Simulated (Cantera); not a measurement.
Feed: 1 mol ZrO2, 2.9 mol H2, 0.44 mol H2O, at 0.000120 bar.

Cantera equilibrium calculation (NASA polynomials, part measured and part estimated; ideal gas, pure solids and liquids). Candidate condensed phases: H2O, Zr, ZrO2; 12 gas species. Equilibrium is a limit: real reactors are often held back by kinetics, nucleation or transport.

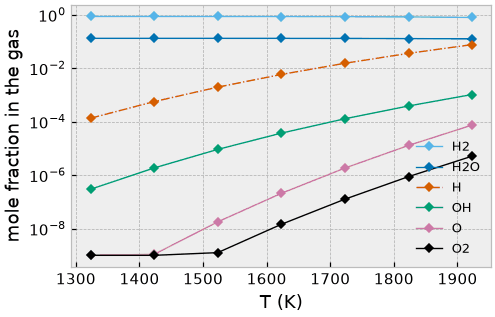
Fig. 1. Equilibrium gas composition (values under 1e-9 drawn at 1e-9)

From 1323 K to 1423 K the condensed part is ZrO2(monoclinic). From 1523 K to 1923 K the condensed part is ZrO2(tetragonal).
